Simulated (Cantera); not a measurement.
Feed: 1 mol HBr, 0.081 mol O2, equilibrated at 3450 Torr.

Equilibrium computed with Cantera from the NASA thermochemical tables; the gas is ideal and each condensed phase is pure. Candidate condensed phases: Br2, H2O; 12 gas species. Rates play no part.

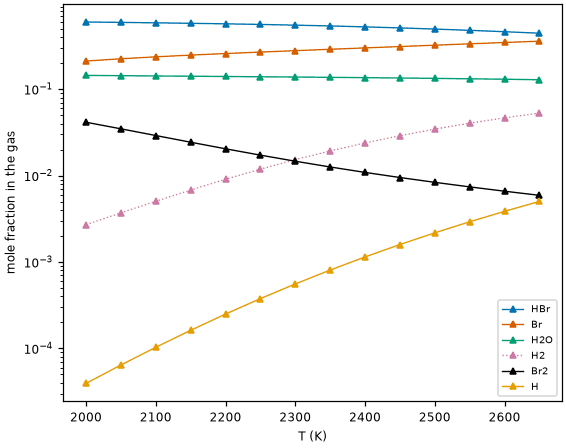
Equilibrium gas composition (values under 1e-9 drawn at 1e-9)

### Question
Read off the mole fractions at 2650 K.

### Answer
HBr about 0.44, Br about 0.36, H2O about 0.13, H2 about 0.053, Br2 about 0.0059, H about 0.0050.
